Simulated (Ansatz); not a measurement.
**[BH4]− (SMILES [H][B-]([H])([H])[H]) at BLYP/3-21G**

Aim: the energy change on altering one bond length of [BH4]− at BLYP/3-21G, from 2 runs. 

Program for the calculation: Ansatz 0.2.0.

### 1 The molecule

[BH4]−: 5 atoms, total charge -1, spin state singlet. SMILES: `[H][B-]([H])([H])[H]`. The shape is that of a GFN2-xTB optimisation.

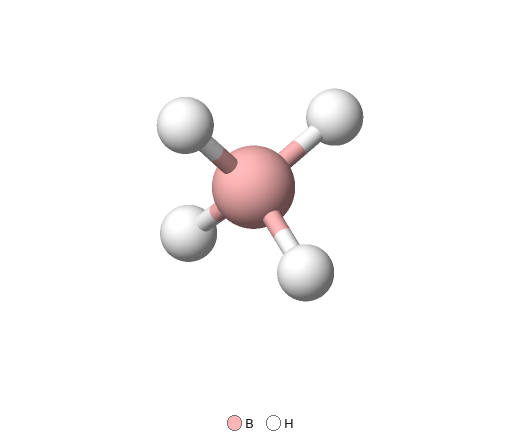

Viewed from a chosen angle; boron pink, hydrogen white.

### 2 A single-point energy at BLYP/3-21G

Contents of molecule.yaml:

```yaml
crystal:
  periodic: [false, false, false]
  atoms:
    - {symbol: B, position_ang: [0.000000, -0.000190, -0.000050]}
    - {symbol: H, position_ang: [0.011880, -0.020580, 1.229120]}
    - {symbol: H, position_ang: [1.154650, 0.011840, -0.420810]}
    - {symbol: H, position_ang: [-0.587600, 1.007810, -0.387560]}
    - {symbol: H, position_ang: [-0.578930, -0.998880, -0.420690]}
basis:
  gaussian:
    orbitals: 3-21G.json
total_charge: -1
hamiltonian:
  xc: {name: BLYP}
accuracy: high
```

The basis set 3-21G is read from a file made from the Basis Set Exchange's data (not shown).

Launch:

```bash
ansatz run molecule.yaml --threads 1 --pin off --max-ram 2610MiB --events-out events.jsonl --progress --plain --runs-dir runs
```

Standard output:

```text
Warning: RAYON_NUM_THREADS=1 ignored (pool sized by the plan → 1); use --threads N
Functional definition: BLYP
  name "BLYP"
  parameter beta = 0.0042
  parameter a = 0.04918
  parameter b = 0.132
  parameter c = 0.2533
  parameter d = 0.349
  exchange = b88_x(beta = beta)
  correlation = lyp_c(a = a, b = b, c = c, d = d)
342 factors; integrals over basis functions are off by at most 5.4e-9 eV
mean field evaluation 1: about -735.6878 eV, gradient 1.1e1 eV
mean field evaluation 2: about -735.7677 eV, gradient 9.9e0 eV
mean field evaluation 4: about -736.0956 eV, gradient 8.2e-3 eV
mean field evaluation 8: about -736.0621 eV, gradient 4.2e-4 eV
mean field -736.06205624 eV, -27.0497816461 hartree, gradient 4.2e-9 eV, S^2 0.000000; 0 other end points of the search recorded, 0 dependent functions left out
reference -736.06209258 eV, -27.0497829817 hartree; 5, 5 occupied and 12, 12 virtual orbitals, 342 factors
Total energy: -736.06209258 eV, -27.0497829817 hartree
```

Run time: 0.53 s. Hardware: 1 thread of Arm Neoverse V2, shared host.

### 3 The distorted shape

Contents of input.yaml:

```yaml
crystal:
  periodic: [false, false, false]
  atoms:
    - symbol: B
      position_ang: [-0.288635, -0.003197, 0.105130]
    - symbol: H
      position_ang: [-0.276755, -0.023587, 1.334300]
    - symbol: H
      position_ang: [1.154650, 0.011840, -0.420810]
    - symbol: H
      position_ang: [-0.876235, 1.004803, -0.282380]
    - symbol: H
      position_ang: [-0.867565, -1.001887, -0.315510]
basis:
  gaussian:
    orbitals: 3-21G.json
total_charge: -1
accuracy: high
hamiltonian:
  xc: {name: BLYP}
```

The basis set 3-21G is read from a file made from the Basis Set Exchange's data (not shown).

Launch:

```bash
ansatz run input.yaml --threads 1 --pin off --max-ram 2610MiB --events-out events.jsonl --progress --plain --runs-dir runs
```

Standard output:

```text
Warning: RAYON_NUM_THREADS=1 ignored (pool sized by the plan → 1); use --threads N
Functional definition: BLYP
  name "BLYP"
  parameter beta = 0.0042
  parameter a = 0.04918
  parameter b = 0.132
  parameter c = 0.2533
  parameter d = 0.349
  exchange = b88_x(beta = beta)
  correlation = lyp_c(a = a, b = b, c = c, d = d)
342 factors; integrals over basis functions are off by at most 7.2e-9 eV
mean field evaluation 1: about -735.4176 eV, gradient 7.8e0 eV
mean field evaluation 2: about -735.5373 eV, gradient 5.5e0 eV
mean field evaluation 4: about -735.6386 eV, gradient 1.3e-1 eV
mean field evaluation 8: about -735.6068 eV, gradient 2.2e-3 eV
mean field evaluation 16: about -735.6068 eV, gradient 2.6e-8 eV
mean field -735.60676163 eV, -27.0330498779 hartree, gradient 2.6e-8 eV, S^2 0.000000; 0 other end points of the search recorded, 0 dependent functions left out
reference -735.60679836 eV, -27.0330512276 hartree; 5, 5 occupied and 12, 12 virtual orbitals, 342 factors
Total energy: -735.60679836 eV, -27.0330512276 hartree
```

Run time: 0.56 s. Hardware: 1 thread of Arm Neoverse V2, shared host.

### 4 Results

At BLYP/3-21G:

| quantity | value |
| --- | --- |
| first shape: total energy | -27.04978 Eh |
| distorted shape: total energy | -27.03305 Eh |
| energy change with the B1–H3 bond stretched from 1.229 to 1.536 Å | 0.455 eV |

In words: With the B1–H3 bond stretched from 1.229 to 1.536 Å the energy rises by 0.46 eV (10.5 kcal/mol). The first shape isn't relaxed at this level, so the change isn't measured from a minimum.
